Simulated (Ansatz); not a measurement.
**C₃H₉GaO (SMILES CC(C)=[O+][GaH3-]): density, localisation and related maps**

Input file:

```
crystal:
  periodic: [false, false, false]
  atoms:
    - {symbol: C, position_ang: [-1.605256, 1.067008, 0.828193]}
    - {symbol: C, position_ang: [-0.463954, 0.307278, 0.246535]}
    - {symbol: C, position_ang: [0.604567, -0.194043, 1.155026]}
    - {symbol: O, position_ang: [-0.422045, 0.108340, -0.960158]}
    - {symbol: Ga, position_ang: [1.085739, -0.936055, -2.010102]}
    - {symbol: H, position_ang: [-2.303435, 1.374866, 0.053083]}
    - {symbol: H, position_ang: [-1.223681, 1.940628, 1.365271]}
    - {symbol: H, position_ang: [-2.113233, 0.444138, 1.570834]}
    - {symbol: H, position_ang: [0.420159, 0.055189, 2.198241]}
    - {symbol: H, position_ang: [1.563287, 0.220519, 0.828461]}
    - {symbol: H, position_ang: [0.689809, -1.277906, 1.030770]}
    - {symbol: H, position_ang: [0.950329, -2.316999, -1.242496]}
    - {symbol: H, position_ang: [2.307268, -0.023363, -1.575342]}
    - {symbol: H, position_ang: [0.497645, -0.798800, -3.459316]}
basis:
  gaussian: {orbitals: def2-TZVPP}
hamiltonian: {xc: pbe0, dispersion: d4}
output: {orbitals: {seedname: orbitals}}
```

Run with:

```sh
ansatz run in.yaml --threads 4 --pin off --events-out ev --progress --plain --max-ram 11315MiB
```

Geometry: PBE0-D4/def2-TZVP.

Computed with Ansatz 0.2.0, RKS PBE0-D4/def2-TZVPP.

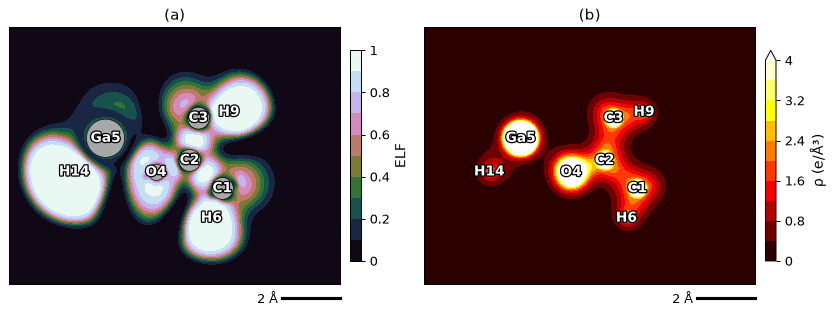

Figure 1. (a) ELF; (b) electron density on the plane of atoms C2, C1 and H6. Grey discs cover the atomic cores in the ELF map.

Interpret the plot.

Answer. The section cuts through C, O, Ga and H sites. C–O (1.22 Å): ρ at the midpoint is about 3.3 e/Å³; the ELF peaks at about 0.85 between the atoms; a multiple bond. C–C (1.49 Å): ρ is about 1.8 e/Å³ halfway; the ELF peaks at about 0.95 between the atoms; a covalent bond. Ga–O (2.11 Å): the density is about 0.4 e/Å³ at the midpoint; the ELF peaks at about 0.90 in the valence shell of O, 0.6 Å from its nucleus, and is about 0.20 at the midpoint. C–H (1.09 Å): ρ at the midpoint is about 2 e/Å³; the ELF climbs to about 1 towards the hydrogen, as it does in any bond to H (an ordinary covalent bond to hydrogen). Ga–H (1.57 Å): ρ at the midpoint is about 0.98 e/Å³; the ELF climbs to about 1 towards the hydrogen. The ELF also peaks beside O4, away from the bonds: lone-pair regions.

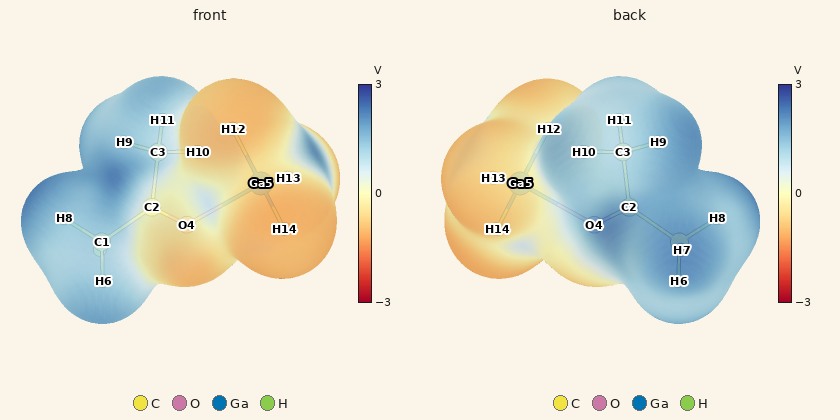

Figure 2. The molecular electrostatic potential painted on the density surface at 0.004 e/bohr³, seen from the front and from behind; red is negative and blue positive.

Describe the electrostatic potential map.

Answer. The most negative region (about −1.1 V) lies over H14, the most positive (about +2.2 V) over C2, H7 and H8.

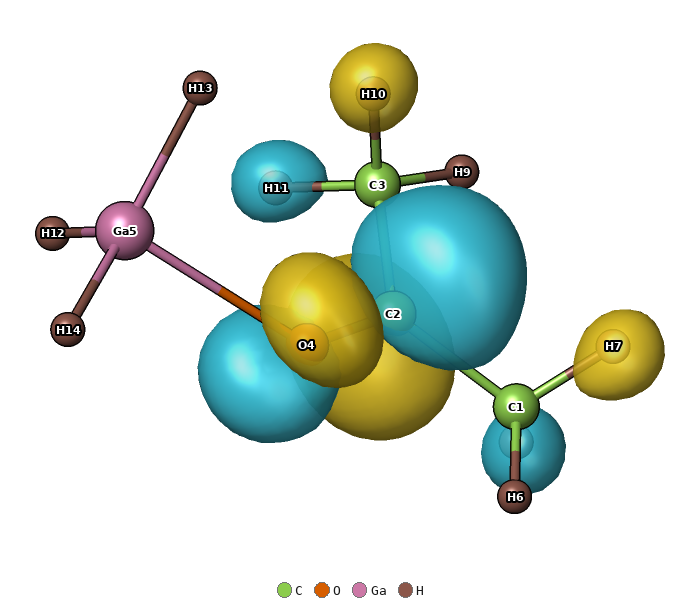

Figure 3. The LUMO at ±0.15 Å⁻³ᐟ² (yellow and cyan are the two phases), seen at an oblique angle.

What is the character of this orbital?

Answer. By Hirshfeld shares it lies mainly on C2 (about 45 %), O4 (about 25 %), C1 (about 10 %) and C3 (about 5 %). Its energy is −1.66 eV.
